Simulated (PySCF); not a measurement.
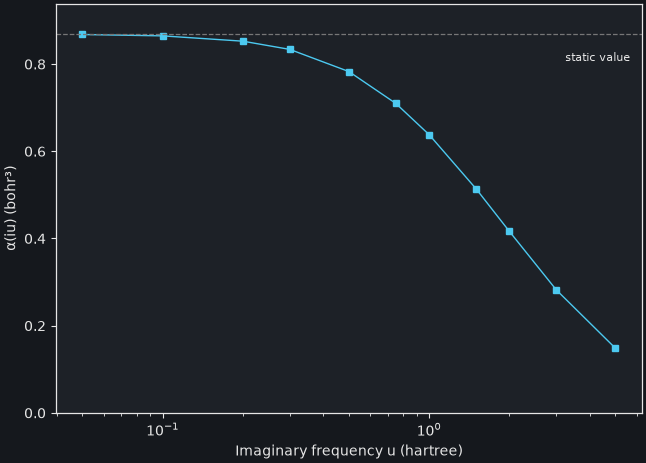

Dipole polarisability at imaginary frequency of an atom or ion with 8 electrons in the configuration [He] 2s² 2p⁴. Coupled response at the M06 level; PySCF, aug-cc-pVQZ, non-relativistic, unrestricted single determinants, no spin-orbit coupling.

Question: Which species is it, and what does the curve give?

Answer: Ne III (Ne²⁺). The static dipole polarisability is 0.869 bohr³; α(iu) falls to half of it near u = 1.9 hartree. The Casimir–Polder integral gives C₆ = 1.08 hartree bohr⁶ for two such species.
